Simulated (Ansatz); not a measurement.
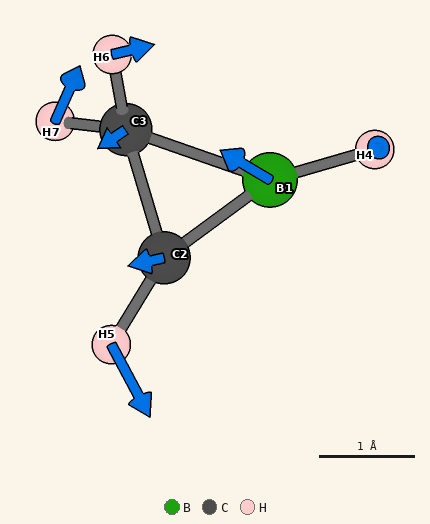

This is a relaxation of C2H4B (multiplicity 2). The starting structure is drawn; blue arrows show the displacements, 20 times their true length. The two geometries are superimposed by the best rigid fit.

Style: ball-and-stick. Shown face on.

Computed with UKS PBE0-D4/def2-TZVP (Ansatz 0.2.0). (force threshold 0.005 eV/Å; at most 200 steps)

Question: Describe the change and its energy.

Answer: After 6 accepted moves (7 points after the start) the energy has fallen by 0.70 kcal/mol. The largest force component goes from 0.97 to 0.0021 eV/Å. The line search rejected the trial step at point 6 of the run. H5 moves most after the best rigid fit: 0.046 Å. Largest moves by element: H 0.046 Å, B 0.036 Å, C 0.020 Å. Near-neighbour distances that change, for instance: B1–H4 1.152 → 1.182 Å, B1–C3 1.607 → 1.588 Å, C3–H6 1.088 → 1.100 Å, C2–H5 1.070 → 1.079 Å. Bond angles that change, for instance: B1–C3–H6 111.0° → 108.0°, C3–C2–H5 129.5° → 132.3°, C2–C3–H7 117.7° → 119.9°.
